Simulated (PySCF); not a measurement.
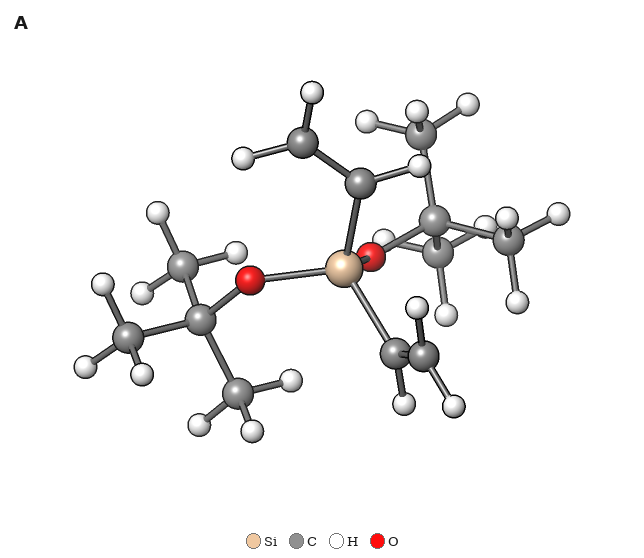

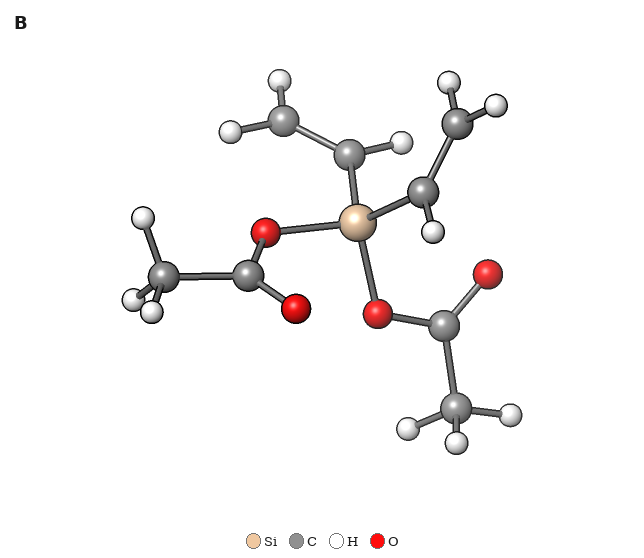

Two related species, optimised with PBE0-D3(BJ)/def2-SVP; properties computed with PySCF 2.14.0. Both: charge 0, singlet.

Question: Identify both.

Answer: A is Si(vinyl)2(OtBu)2 (C=C[Si](C=C)(OC(C)(C)C)OC(C)(C)C), B is Si(vinyl)2(OAc)2 (C=C[Si](C=C)(OC(C)=O)OC(C)=O).

Compare them. With PBE0/pcSseg-1: dipole moment (D), HOMO–LUMO gap (eV), HOMO energy (Kohn–Sham orbital) (eV), shielding of Si (ppm), Hirshfeld charge of Si (e), IAO charge of Si (e). With PBE0-D3(BJ)/def2-SVP: mean Si–C length (Å), mean Si–O length (Å).

| quantity | A | B |
| --- | --- | --- |
| dipole moment (D) | 1.15 | 2.16 |
| HOMO–LUMO gap (eV) | 7.12 | 7.08 |
| HOMO energy (Kohn–Sham orbital) (eV) | −7.51 | −7.90 |
| shielding of Si (ppm) | 389.8 | 371.2 |
| Hirshfeld charge of Si (e) | 0.47 | 0.47 |
| IAO charge of Si (e) | 1.39 | 1.40 |
| mean Si–C length (Å) | 1.866 | 1.848 |
| mean Si–O length (Å) | 1.660 | 1.709 |

Each is one conformer, and no frequency run is at hand to confirm it as a minimum.
